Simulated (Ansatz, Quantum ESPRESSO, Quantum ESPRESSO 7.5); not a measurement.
# From contact to tunnelling: vacuum gaps between two Li(110) faces

Wanted: T at the Fermi level along a series, and its decay constant, for vacuum gaps between two Li(110) faces.

Main program and level: Quantum ESPRESSO 7.5; plane-wave DFT, PBE, GBRV ultrasoft pseudopotentials (cross-check by Ansatz 0.2.0 with PAW datasets).

### 1. The structure

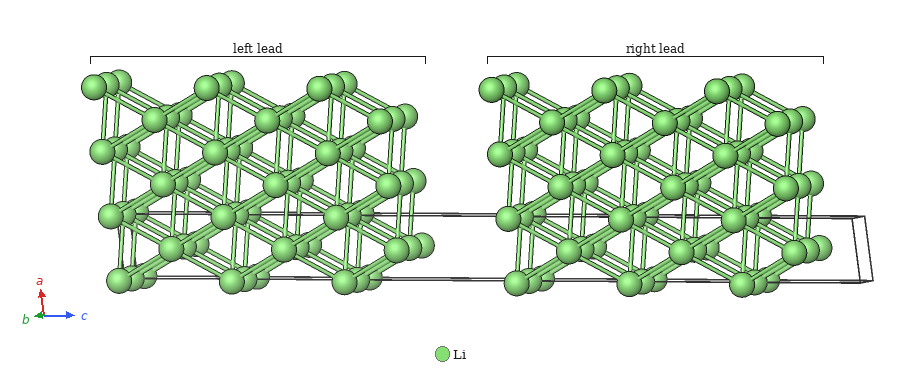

The starting structure, seen from the side, with the c axis across the page (lithium green). 3×2×1 cells are drawn. Some periodic images of atoms are drawn too.

The cell holds 12 atoms: 12 Li. Its edges and angles: a = 3.440 Å, b = 2.979 Å, c = 31.757 Å, α = 90.0°, β = 90.0°, γ = 54.7°. It derives from Li. Regions: left lead, 6 atoms (6 Li); right lead, 6 atoms (6 Li). The structure is stacked along c, and the current runs across the ab planes.

### 2. Ground state, 5 Å

One periodic cell holds a stretch of lead, the junction and more lead; the atoms stay as built.

j0.scf.in reads:

```
&control
  prefix = 'j0.scf'
  outdir = './out'
  pseudo_dir = './pseudo'
  calculation = 'scf'
  tprnfor = .true.
/
&system
  ibrav = 0
  nat = 12
  ntyp = 1
  ecutwfc = 40
  ecutrho = 200
  occupations = 'smearing'
  smearing = 'mv'
  degauss = 0.01
/
&electrons
  conv_thr = 1e-07
  mixing_beta = 0.25
  electron_maxstep = 120
  mixing_mode = 'local-TF'
/
ATOMIC_SPECIES
  Li  6.9400  li_pbe_v1.4.uspp.F.UPF
CELL_PARAMETERS angstrom
  3.44000000000000 0.00000000000000 0.00000000000000
  1.72000000000000 2.43244732728172 0.00000000000000
  0.00000000000000 0.00000000000000 31.75692060009896
ATOMIC_POSITIONS crystal
  Li  0.000000000000 0.000000000000 0.000000000000
  Li  0.500000000000 0.000000000000 0.076595818528
  Li  0.000000000000 0.000000000000 0.153191637055
  Li  0.500000000000 0.000000000000 0.229787455583
  Li  0.000000000000 0.000000000000 0.306383274111
  Li  0.500000000000 0.000000000000 0.382979092638
  Li  0.000000000000 0.000000000000 0.540425088834
  Li  0.500000000000 0.000000000000 0.617020907362
  Li  0.000000000000 0.000000000000 0.693616725889
  Li  0.500000000000 0.000000000000 0.770212544417
  Li  0.000000000000 0.000000000000 0.846808362945
  Li  0.500000000000 0.000000000000 0.923404181472
K_POINTS automatic
  8 10 1 0 0 0
```

Command:

```
$ OMP_NUM_THREADS=1 mpirun -n 2 pw.x -nk 2 -in j0.scf.in > j0.scf.out
```

Log:

```text
Program PWSCF v.7.5 starts
[citation notice left out]

     Parallel version (MPI & OpenMP), running on       2 processor cores
     Number of MPI processes:                 2
     Threads/MPI process:                     1

     MPI processes distributed on     1 nodes
[...]
Current dimensions of program PWSCF are:
     Max number of different atomic species (ntypx) = 10
     Max number of k-points (npk) =  40000
     Max angular momentum in pseudopotentials (lmaxx) =  4
     Message from routine setup:
     using ibrav=0 with symmetry is DISCOURAGED, use correct ibrav instead

     K-points division:     npool     =       2
     Subspace diagonalization in iterative solution of the eigenvalue problem:
     a serial algorithm will be used

     G-vector sticks info
     --------------------
     sticks:   dense  smooth     PW     G-vecs:    dense   smooth      PW
     Sum         475     383    129                85717    61323   12065

     Using Slab Decomposition

     bravais-lattice index     =            0
     lattice parameter (alat)  =       6.5007  a.u.
     unit-cell volume          =    1793.2336 (a.u.)^3
     number of atoms/cell      =           12
     number of atomic types    =            1
     number of electrons       =        36.00
     number of Kohn-Sham states=           22
     kinetic-energy cutoff     =      40.0000  Ry
     charge density cutoff     =     200.0000  Ry
     scf convergence threshold =      1.0E-07
     mixing beta               =       0.2500
     number of iterations used =            8  local-TF  mixing
     Exchange-correlation=  SLA  PW   PBX  PBC
                           (   1   4   3   4   0   0   0)

     celldm(1)=   6.500658  celldm(2)=   0.000000  celldm(3)=   0.000000
     celldm(4)=   0.000000  celldm(5)=   0.000000  celldm(6)=   0.000000

     crystal axes: (cart. coord. in units of alat)
               a(1) = (   1.000000   0.000000   0.000000 )
               a(2) = (   0.500000   0.707107   0.000000 )
               a(3) = (   0.000000   0.000000   9.231663 )

     reciprocal axes: (cart. coord. in units 2 pi/alat)
               b(1) = (  1.000000 -0.707107  0.000000 )
               b(2) = (  0.000000  1.414214  0.000000 )
               b(3) = (  0.000000  0.000000  0.108323 )

     PseudoPot. # 1 for Li read from file:
     ./pseudo/li_pbe_v1.4.uspp.F.UPF
     Pseudo is Ultrasoft, Zval =  3.0
     Generated by new atomic code, or converted to UPF format
     Using radial grid of  751 points,  5 beta functions with:
                l(1) =   0
                l(2) =   0
                l(3) =   0
                l(4) =   1
                l(5) =   1
     Q(r) pseudized with 10 coefficients,  rinner =    1.150   1.150   1.150

     atomic species   valence    mass     pseudopotential
     Li                3.00     6.94000     Li( 1.00)

      4 Sym. Ops. (no inversion) found

   Cartesian axes

     site n.     atom                  positions (alat units)
         1        Li     tau(   1) = (   0.0000000   0.0000000   0.0000000  )
         2        Li     tau(   2) = (   0.5000000   0.0000000   0.7071068  )
         3        Li     tau(   3) = (   0.0000000   0.0000000   1.4142136  )
         4        Li     tau(   4) = (   0.5000000   0.0000000   2.1213203  )
         5        Li     tau(   5) = (   0.0000000   0.0000000   2.8284271  )
         6        Li     tau(   6) = (   0.5000000   0.0000000   3.5355339  )
         7        Li     tau(   7) = (   0.0000000   0.0000000   4.9890223  )
         8        Li     tau(   8) = (   0.5000000   0.0000000   5.6961291  )
         9        Li     tau(   9) = (   0.0000000   0.0000000   6.4032358  )
        10        Li     tau(  10) = (   0.5000000   0.0000000   7.1103426  )
        11        Li     tau(  11) = (   0.0000000   0.0000000   7.8174494  )
        12        Li     tau(  12) = (   0.5000000   0.0000000   8.5245562  )

     number of k points=    39  Marzari-Vanderbilt smearing, width (Ry)=  0.0100
                       cart. coord. in units 2pi/alat
        k(    1) = (   0.0000000   0.0000000   0.0000000), wk =   0.0250000
        k(    2) = (   0.0000000   0.1414214   0.0000000), wk =   0.0500000
        k(    3) = (   0.0000000   0.2828427   0.0000000), wk =   0.0500000
        k(    4) = (   0.0000000   0.4242641   0.0000000), wk =   0.0500000
        k(    5) = (   0.0000000   0.5656854   0.0000000), wk =   0.0500000
        k(    6) = (   0.0000000  -0.7071068   0.0000000), wk =   0.0250000
        k(    7) = (   0.1250000  -0.0883883   0.0000000), wk =   0.0500000
        k(    8) = (   0.1250000   0.0530330   0.0000000), wk =   0.0500000
        k(    9) = (   0.1250000   0.1944544   0.0000000), wk =   0.0500000
        k(   10) = (   0.1250000   0.3358757   0.0000000), wk =   0.0500000
[...]
k(   39) = (  -0.5000000   0.6363961   0.0000000), wk =   0.1000000

     Dense  grid:    85717 G-vectors     FFT dimensions: (  30,  25, 288)

     Smooth grid:    61323 G-vectors     FFT dimensions: (  27,  24, 243)

     Estimated max dynamical RAM per process >     174.31 MB

     Estimated total dynamical RAM >     327.70 MB

     Initial potential from superposition of free atoms

     starting charge      30.5911, renormalised to      36.0000
     Starting wfcs are   60 randomized atomic wfcs

     total cpu time spent up to now is       12.4 secs

     per-process dynamical memory:   122.7 Mb

     Self-consistent Calculation

     iteration #  1     ecut=    40.00 Ry     beta= 0.25
     Davidson diagonalization with overlap
     ethr =  1.00E-02,  avg # of iterations =  1.7

     total cpu time spent up to now is       24.1 secs

     total energy              =    -174.54234505 Ry
     estimated scf accuracy    <       2.27714063 Ry

     iteration #  2     ecut=    40.00 Ry     beta= 0.25
[...]
total energy              =    -173.57313954 Ry
     estimated scf accuracy    <       1.53816722 Ry

     iteration #  3     ecut=    40.00 Ry     beta= 0.25
[...]
total energy              =    -173.58931649 Ry
     estimated scf accuracy    <       0.09495754 Ry

     iteration #  4     ecut=    40.00 Ry     beta= 0.25
[...]
total energy              =    -173.65618303 Ry
     estimated scf accuracy    <       0.31929086 Ry

     iteration #  5     ecut=    40.00 Ry     beta= 0.25
[...]
total energy              =    -173.63509425 Ry
     estimated scf accuracy    <       0.42579705 Ry

     iteration #  6     ecut=    40.00 Ry     beta= 0.25
[...]
total energy              =    -173.63129920 Ry
     estimated scf accuracy    <       0.18061163 Ry

     iteration #  7     ecut=    40.00 Ry     beta= 0.25
[...]
total energy              =    -173.62923539 Ry
     estimated scf accuracy    <       0.10673887 Ry

     iteration #  8     ecut=    40.00 Ry     beta= 0.25
[...]
total energy              =    -173.62398099 Ry
     estimated scf accuracy    <       0.06882470 Ry

     iteration #  9     ecut=    40.00 Ry     beta= 0.25
[...]
total energy              =    -173.62830894 Ry
     estimated scf accuracy    <       0.00542999 Ry

     iteration # 10     ecut=    40.00 Ry     beta= 0.25
[...]
total energy              =    -173.62853747 Ry
     estimated scf accuracy    <       0.01073762 Ry

     iteration # 11     ecut=    40.00 Ry     beta= 0.25
[...]
total energy              =    -173.62873115 Ry
     estimated scf accuracy    <       0.00458713 Ry

     iteration # 12     ecut=    40.00 Ry     beta= 0.25
[...]
total energy              =    -173.62835044 Ry
     estimated scf accuracy    <       0.00572385 Ry

     iteration # 13     ecut=    40.00 Ry     beta= 0.25
[...]
total energy              =    -173.62853155 Ry
     estimated scf accuracy    <       0.00018224 Ry

     iteration # 14     ecut=    40.00 Ry     beta= 0.25
[...]
total energy              =    -173.62849546 Ry
     estimated scf accuracy    <       0.00165863 Ry

[...]
iteration # 31     ecut=    40.00 Ry     beta= 0.25
[...]
total energy              =    -173.62859608 Ry
     estimated scf accuracy    <       0.00000065 Ry

     iteration # 32     ecut=    40.00 Ry     beta= 0.25
[...]
total energy              =    -173.62859606 Ry
     estimated scf accuracy    <       0.00000078 Ry

     iteration # 33     ecut=    40.00 Ry     beta= 0.25
[...]
total energy              =    -173.62859598 Ry
     estimated scf accuracy    <       0.00000051 Ry

     iteration # 34     ecut=    40.00 Ry     beta= 0.25
[...]
total energy              =    -173.62859605 Ry
     estimated scf accuracy    <       0.00000015 Ry

     iteration # 35     ecut=    40.00 Ry     beta= 0.25
[...]
total energy              =    -173.62859605 Ry
     estimated scf accuracy    <       0.00000020 Ry

     iteration # 36     ecut=    40.00 Ry     beta= 0.25
[...]
total energy              =    -173.62859604 Ry
     estimated scf accuracy    <       0.00000025 Ry

     iteration # 37     ecut=    40.00 Ry     beta= 0.25
[...]
total energy              =    -173.62859603 Ry
     estimated scf accuracy    <       0.00000013 Ry

     iteration # 38     ecut=    40.00 Ry     beta= 0.25
[...]
End of self-consistent calculation

          k = 0.0000 0.0000 0.0000 (  7723 PWs)   bands (ev):

   -46.3084 -46.3084 -45.8585 -45.8547 -45.8518 -45.8517 -45.8487 -45.8435
   -45.8422 -45.8419 -45.8283 -45.8283  -2.8738  -2.7808  -2.6655  -2.4408
    -2.2228  -1.8430  -1.5602  -0.9981  -0.7261   0.0538

          k = 0.0000 0.1414 0.0000 (  7687 PWs)   bands (ev):

   -46.3069 -46.3069 -45.8567 -45.8530 -45.8501 -45.8500 -45.8472 -45.8421
   -45.8407 -45.8406 -45.8269 -45.8269  -2.6843  -2.5909  -2.4746  -2.2492
    -2.0288  -1.6483  -1.3606  -0.7975  -0.5153   0.2667

          k = 0.0000 0.2828 0.0000 (  7697 PWs)   bands (ev):

   -46.3029 -46.3029 -45.8521 -45.8486 -45.8457 -45.8456 -45.8433 -45.8386
   -45.8370 -45.8369 -45.8233 -45.8233  -2.1154  -2.0208  -1.9014  -1.6739
    -1.4467  -1.0637  -0.7623  -0.1971   0.1142   0.8996

          k = 0.0000 0.4243 0.0000 (  7681 PWs)   bands (ev):

   -46.2980 -46.2980 -45.8464 -45.8433 -45.8403 -45.8402 -45.8385 -45.8342
   -45.8323 -45.8323 -45.8187 -45.8187  -1.1744  -1.0775  -0.9526  -0.7207
    -0.4820  -0.0943   0.2284   0.7958   1.1505   1.9329

          k = 0.0000 0.5657 0.0000 (  7682 PWs)   bands (ev):

   -46.2941 -46.2941 -45.8417 -45.8389 -45.8359 -45.8359 -45.8347 -45.8307
   -45.8285 -45.8285 -45.8150 -45.8150   0.0635   0.1659   0.3021   0.5455
     0.8061   1.2066   1.5646   2.1381   2.5527   3.3136

          k = 0.0000-0.7071 0.0000 (  7664 PWs)   bands (ev):

   -46.2926 -46.2926 -45.8399 -45.8373 -45.8343 -45.8342 -45.8332 -45.8294
   -45.8271 -45.8271 -45.8136 -45.8136   0.9475   1.0605   1.2167   1.4848
     1.7868   2.2246   2.6538   3.2700   3.9081   3.9590

[...]
the Fermi energy is     0.7285 ev

!    total energy              =    -173.62859602 Ry
     estimated scf accuracy    <       0.00000002 Ry
     smearing contrib. (-TS)   =      -0.00041947 Ry
     internal energy E=F+TS    =    -173.62817655 Ry

     The total energy is F=E-TS. E is the sum of the following terms:
     one-electron contribution =    -154.34781452 Ry
     hartree contribution      =      62.38213321 Ry
     xc contribution           =     -40.46884658 Ry
     ewald contribution        =     -41.19364867 Ry

     convergence has been achieved in  38 iterations

     Forces acting on atoms (cartesian axes, Ry/au):

     atom    1 type  1   force =     0.00000000    0.00000000    0.00004696
     atom    2 type  1   force =     0.00000000   -0.00000000   -0.00083004
     atom    3 type  1   force =     0.00000000    0.00000000   -0.00023187
     atom    4 type  1   force =     0.00000000   -0.00000000    0.00029745
     atom    5 type  1   force =     0.00000000    0.00000000    0.00319163
     atom    6 type  1   force =     0.00000000    0.00000000   -0.00110971
     atom    7 type  1   force =     0.00000000   -0.00000000    0.00110726
     atom    8 type  1   force =     0.00000000    0.00000000   -0.00319325
     atom    9 type  1   force =     0.00000000    0.00000000   -0.00029946
     atom   10 type  1   force =     0.00000000    0.00000000    0.00023292
     atom   11 type  1   force =     0.00000000    0.00000000    0.00083279
     atom   12 type  1   force =     0.00000000    0.00000000   -0.00004466

     Total force =     0.004951     Total SCF correction =     0.000210

[...]
=------------------------------------------------------------------------------=
   JOB DONE.
=------------------------------------------------------------------------------=
```

The job ended after 7.8 min (2 MPI ranks of Arm Neoverse N1, shared host; peak memory 0.37 GiB; 16 min of CPU time).

Read from the output:

```
free energy  : -2362.3374 eV
Fermi energy : 0.7285 eV
```

The run needed 38 iterations to bring the estimated error under 1e-07 Ry; the largest force on any atom, held or free, is 0.08 eV/Å.

[end of part 1 of 5]

[Logs are printed without paths, hosts, clocks, repeated set-up lines and the standing remarks that a program may print on its own settings, such as how far it seeks lower states.]

[Hosts, paths, dates, database ids (printed as entryN), source tags and the programs' standing remarks are cut or masked in the printed files.]

[Maps of the electrostatic potential energy from Ansatz leave out the sawtooth potential of an applied field or a dipole correction, so their vacuum need not be flat; planar profiles and work functions include it.]
